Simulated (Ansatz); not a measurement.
C$_{3}$H$_{7}$NSi

The calculation's input:

```
crystal:
  periodic: [false, false, false]
  atoms:
    - { symbol: C, position_ang: [2.0426, 1.5977, 0.2755] }
    - { symbol: C, position_ang: [1.4621, 0.5545, 0.4087] }
    - { symbol: C, position_ang: [0.7514, -0.722, 0.5704] }
    - { symbol: "N", position_ang: [-0.2892, -0.8923, -0.4342] }
    - { symbol: Si, position_ang: [-1.8098, -0.1386, -0.4131] }
    - { symbol: H, position_ang: [2.5551, 2.5245, 0.1572] }
    - { symbol: H, position_ang: [0.3419, -0.8105, 1.5842] }
    - { symbol: H, position_ang: [1.4699, -1.5429, 0.4608] }
    - { symbol: H, position_ang: [0.1261, -0.7623, -1.3526] }
    - { symbol: H, position_ang: [-2.4354, -0.3917, 0.9035] }
    - { symbol: H, position_ang: [-2.607, -0.7237, -1.5128] }
    - { symbol: H, position_ang: [-1.6077, 1.3072, -0.6474] }
basis:
  gaussian:
    orbitals: def2-SVP
hamiltonian:
  xc: hse06
output:
  orbitals: {}
  forces: true
```

Command:

```sh
python methods_c3h7nsi.py
```

Not at a stationary point (largest force 1.4 eV/Å).

Theory: Ansatz, SCF HSE06, Gaussian basis.

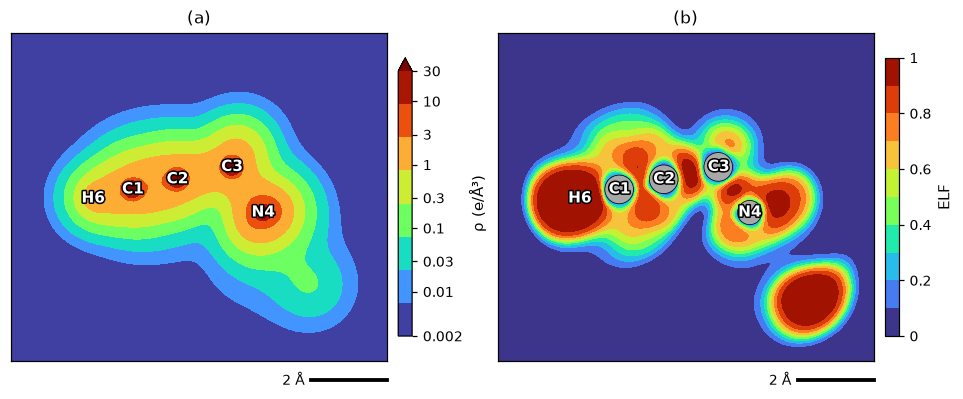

Figure 1. (a) total electron density; (b) ELF on the plane of atoms C2, C3 and N4. Grey discs cover the atomic cores in the ELF map.

Interpret the plot.

Answer. The plane passes through C, N and H nuclei.
C–C (1.20 Å): ρ at the midpoint is about 2.7 e/Å³; the ELF peaks at about 0.80 between the atoms; a short, multiple covalent bond.
C–N (1.46 Å): ρ at the midpoint is about 1.9 e/Å³; the ELF peaks at about 0.95 between the atoms: a shared electron pair.
C–H (1.07 Å): ρ at the midpoint is about 2 e/Å³; the ELF climbs to about 1 towards the hydrogen, as it does in any bond to H: an ordinary covalent bond to hydrogen.
The ELF also peaks beside N4, away from the bonds: lone-pair regions.

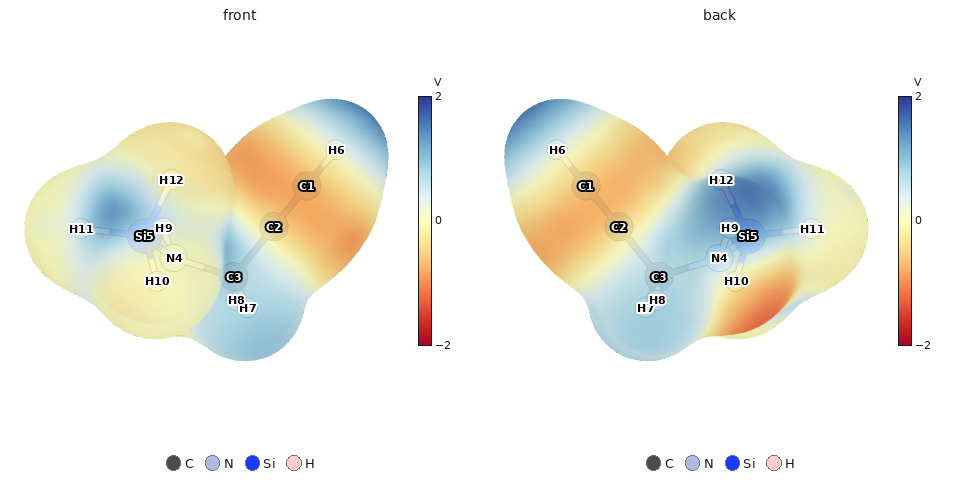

Figure 2. The electrostatic potential painted on the density surface at 0.002 e/bohr³, seen from the front and from behind; the colour scale runs from red (negative) to blue (positive).

Where is the surface potential most negative and most positive?

Answer. The most negative region (about −1.2 V, or −28 kcal/mol for a unit charge) lies over N4, the most positive (about +1.6 V, or +37 kcal/mol for a unit charge) over H9. N4 is the likeliest acceptor of a hydrogen bond.

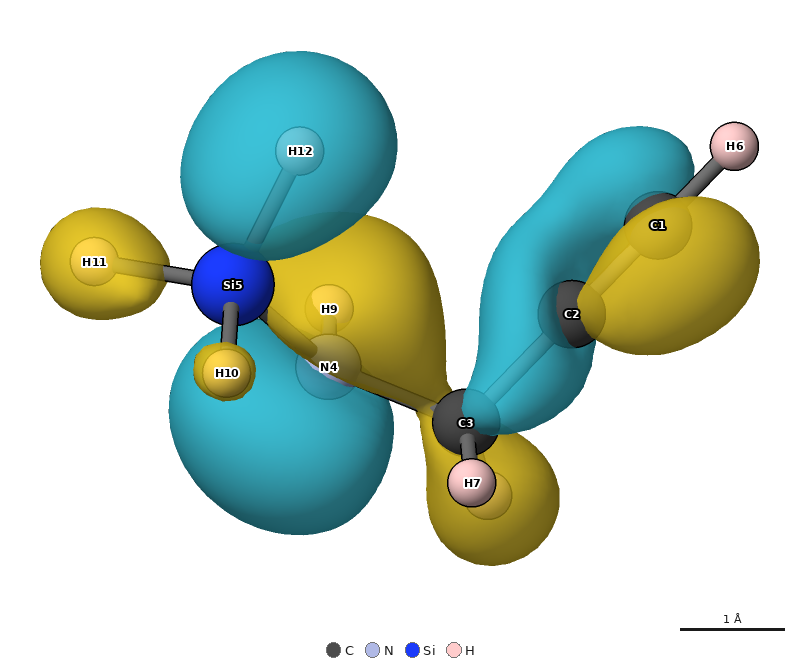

Figure 3. The HOMO at ±0.08 Å⁻³ᐟ² (yellow and cyan are the two phases), seen at a tilt.

Describe this orbital and give its energy.

Answer. It lies mainly on N4 (about 55 %), H12 (about 10 %), C2 (about 5 %), C3 (about 5 %) and C1 (about 5 %). Its energy is −6.53 eV.

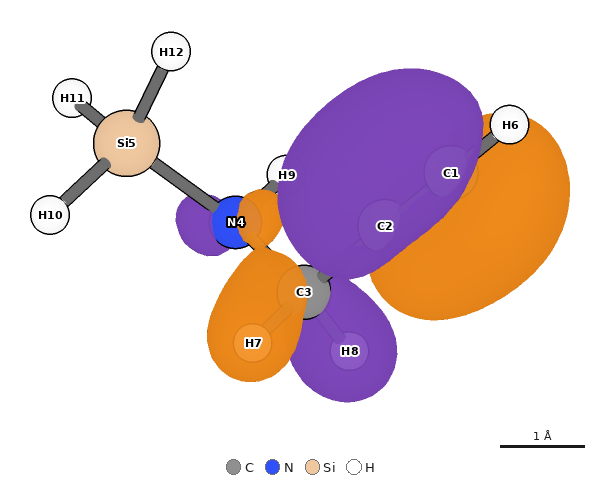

Figure 4. The HOMO−1 at ±0.1 Å⁻³ᐟ² (orange and purple are the two phases), seen at a tilt.

Where does this orbital lie, and at what energy?

Answer. It lies mainly on C1 (about 45 %) and C2 (about 40 %); π-bonding across C1–C2. Its energy is −7.47 eV.
